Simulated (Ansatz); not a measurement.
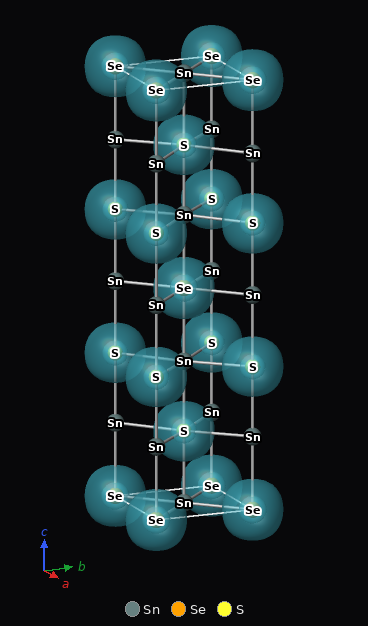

*Sn3SeS2. Isosurface of the electron localisation function at 0.65 (cyan), seen slightly off an axis. Core shells and regions of very low density are left out. Sticks mark near contacts.*

Space group I4/mmm; a structure generated by program, which may or may not match a known phase.

The calculation used Ansatz 0.2.0, DFT PBE, scalar-relativistic, plane waves, PAW.

Core electrons are frozen (PAW), and the valence fields are smoothed inside the atomic spheres.

```cif
data_structure
_symmetry_space_group_name_H-M 'P 1'
_symmetry_Int_Tables_number 1
_cell_length_a 4.1915
_cell_length_b 4.1915
_cell_length_c 17.7599
_cell_angle_alpha 90.000
_cell_angle_beta 90.000
_cell_angle_gamma 90.000
_cell_volume 312.01
loop_
_atom_site_label
_atom_site_type_symbol
_atom_site_fract_x
_atom_site_fract_y
_atom_site_fract_z
_atom_site_occupancy
Sn1 Sn 0.50000 0.50000 0.32958 1
Sn2 Sn 0.00000 0.00000 0.82958 1
Sn3 Sn 0.50000 0.50000 0.00000 1
Sn4 Sn 0.00000 0.00000 0.50000 1
Sn5 Sn 0.00000 0.00000 0.17042 1
Sn6 Sn 0.50000 0.50000 0.67042 1
Se1 Se 0.00000 0.00000 0.00000 1
Se2 Se 0.50000 0.50000 0.50000 1
S1 S 0.50000 0.50000 0.16726 1
S2 S 0.00000 0.00000 0.66726 1
S3 S 0.00000 0.00000 0.33274 1
S4 S 0.50000 0.50000 0.83274 1
```

Q: Where are the electrons localised?

A: At this value the surface marks out four regions wrapped around S (the valence shell of each) and two regions wrapped around Se (the valence shell of each), counted in one cell of 12 atoms. Regions shared between cells count once. Along the contacts the grid gives the following. Sn–S (2.88 Å): the ELF peaks at about 0.85 in the valence shell of S, 0.8 Å from its nucleus, and drops to about 0.30 between the two atoms. Sn–Se (2.96 Å): the ELF is about 0.40 at the midpoint.
